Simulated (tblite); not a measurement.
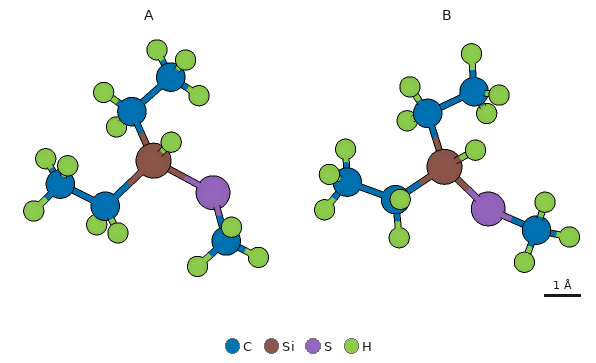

Two geometries of C₅H₁₄SSi, drawn at one scale. One is the start of a relaxation, the other its converged end. The picture is a ball-and-stick view, seen at a tilt.

Method: GFN2-xTB geometry optimisation, gas phase (tblite 0.8.0). 

Q: Which one is relaxed?

A: Structure A is the relaxed one. The energy falls by 0.804 eV in 186 geometry steps. An H atom moves most after the best rigid fit: 1.36 Å. Largest moves by element: H 1.36 Å, S 0.84 Å, C 0.60 Å, Si 0.27 Å. Some distances before and after: C–Si 1.829 → 1.906 Å, C–C 1.478 → 1.525 Å, C–H 1.129 → 1.087 Å, C–Si 1.861 → 1.899 Å. Bond angles that change, for instance: Si–C–C 105.2° → 113.2°, S–C–H 114.3° → 106.7°, H–C–H 114.1° → 108.5°. Groups turn about C–C by about 65°, C–Si by about 55°, S–Si by about 40°.
